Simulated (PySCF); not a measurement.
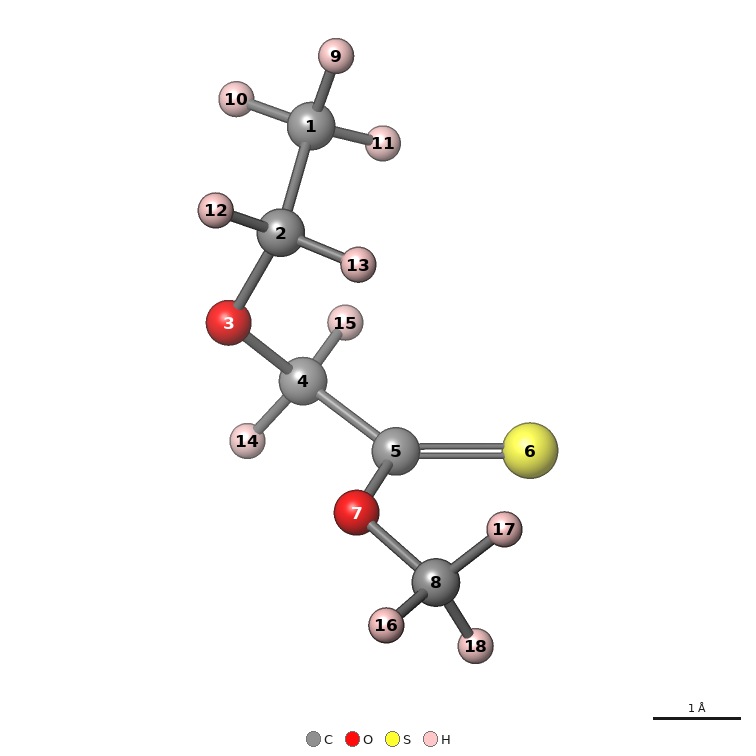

Orthographic view. Depth is shown by fading: the farther an atom, the more it takes the colour of the background. Geometry: an end point of a reaction path computed with GFN2-xTB.

Write a MOL file (V2000) with the atoms in numerical order, bonds sorted by atom number with the orders drawn, and coordinates in the frame of the picture: x right, y up, z towards the viewer, origin at the mean position.

```
C5H10O2S
                    3D

 18 17  0  0  0  0  0  0  0  0999 V2000
   -0.4700    2.6500   -0.3800 C   0  0  0  0  0  0  0  0  0  0  0  0
   -0.8200    1.4200    0.4500 C   0  0  0  0  0  0  0  0  0  0  0  0
   -1.4200    0.3800   -0.3000 O   0  0  0  0  0  0  0  0  0  0  0  0
   -0.5600   -0.3000   -1.1800 C   0  0  0  0  0  0  0  0  0  0  0  0
    0.5100   -1.1100   -0.4800 C   0  0  0  0  0  0  0  0  0  0  0  0
    2.0600   -1.1000   -0.9800 S   0  0  0  0  0  0  0  0  0  0  0  0
    0.0600   -1.8200    0.5400 O   0  0  0  0  0  0  0  0  0  0  0  0
    0.9700   -2.6200    1.2500 C   0  0  0  0  0  0  0  0  0  0  0  0
   -0.1800    3.4600    0.2800 H   0  0  0  0  0  0  0  0  0  0  0  0
   -1.3300    2.9600   -0.9600 H   0  0  0  0  0  0  0  0  0  0  0  0
    0.3600    2.4500   -1.0600 H   0  0  0  0  0  0  0  0  0  0  0  0
   -1.5700    1.6800    1.2000 H   0  0  0  0  0  0  0  0  0  0  0  0
    0.0800    1.0500    0.9600 H   0  0  0  0  0  0  0  0  0  0  0  0
   -1.2100   -0.9900   -1.7400 H   0  0  0  0  0  0  0  0  0  0  0  0
   -0.0700    0.3800   -1.8900 H   0  0  0  0  0  0  0  0  0  0  0  0
    0.4000   -3.1200    2.0300 H   0  0  0  0  0  0  0  0  0  0  0  0
    1.7700   -2.0100    1.6800 H   0  0  0  0  0  0  0  0  0  0  0  0
    1.4300   -3.3600    0.5800 H   0  0  0  0  0  0  0  0  0  0  0  0
  1  2  1  0
  1  9  1  0
  1 10  1  0
  1 11  1  0
  2  3  1  0
  2 12  1  0
  2 13  1  0
  3  4  1  0
  4  5  1  0
  4 14  1  0
  4 15  1  0
  5  6  2  0
  5  7  1  0
  7  8  1  0
  8 16  1  0
  8 17  1  0
  8 18  1  0
M  END
```
